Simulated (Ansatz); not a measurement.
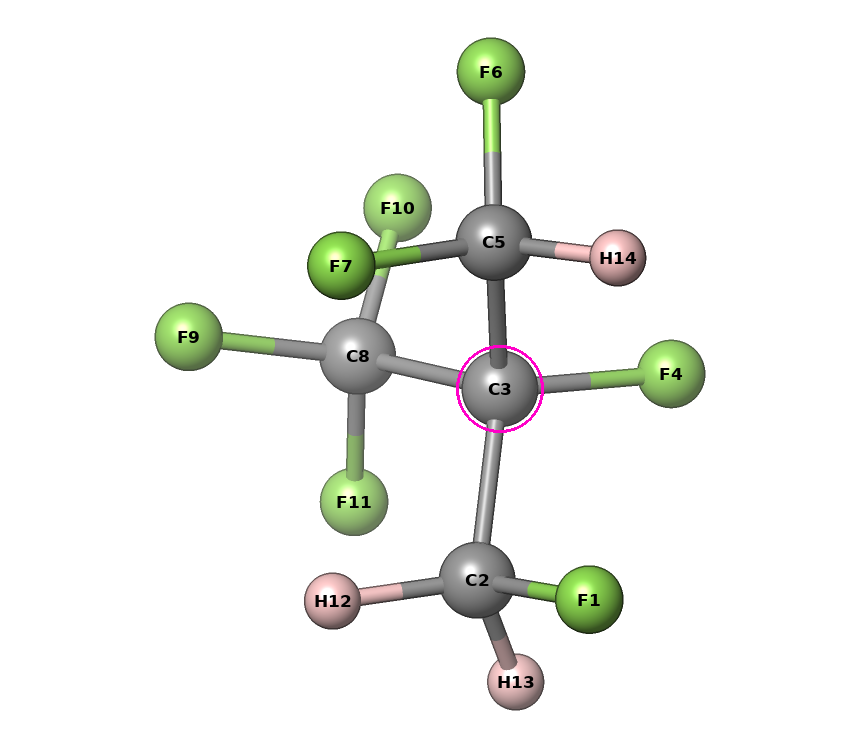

Depth is shown by fading: the farther an atom, the more it takes the colour of the background. Circles mark the stereogenic atoms. The computed structure is the end point of a PBE-D4/def2-SVP optimisation. No frequency run is at hand to confirm it as a minimum.

Q: Assign CIP descriptors.

A: C3: S (priorities F4 > C8 > C5 > C2).

Q: Give a SMILES with the stereochemistry.

A: FC[C@](F)(C(F)F)C(F)(F)F
